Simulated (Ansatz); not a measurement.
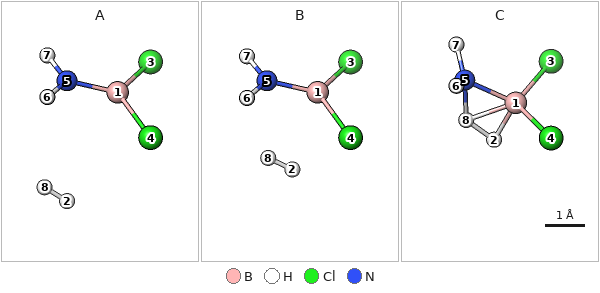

3 geometries from a converged minimum-energy path of BNH$_{4}$Cl$_{2}$, shuffled. A ball-and-stick model, seen from a free direction.

All numbers below come from Ansatz 0.2.0, RHF/def2-SVP. Settings: 7 movable images; climbing image; force threshold 0.03 eV/Å; iteration limit 60; starting path through a guess of the saddle point.

**Which frame is the top of the path?**

C. In order along the path, whose images run from 0 to 8: C (image 4, +2.49 eV), B (image 6, +0.16 eV), A (image 8, +0.04 eV). Breaking: B1–H2 (1.20 → 1.38 at the top → 3.92 Å), N5–H8 (1.01 → 1.36 at the top → 3.67 Å). Forming: H2–H8 (2.57 → 0.99 at the top → 0.75 Å).

The run took 2.6 min on 1 thread of Arm Neoverse V2, with other jobs on the host, peak memory 0.16 GiB.
